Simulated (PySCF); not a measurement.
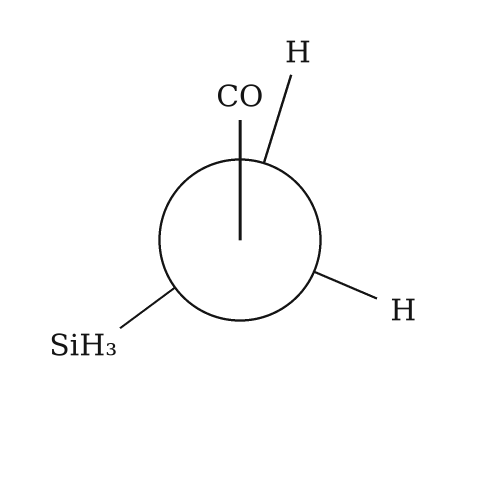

A Newman projection along the P–C bond, phosphorus in front; angles are drawn as computed, but eclipsed bonds slightly apart. Geometry: a frame of a GFN2-xTB molecular-dynamics simulation, not a minimum.

**Which molecule is it?**

C2H5OPSi, O=C=PC[SiH3]

**What is the torsion angle from the front CO to the back SiH3? The sign is positive where the front bond must turn clockwise to cover the back bond.**

−126°, anticlinal.
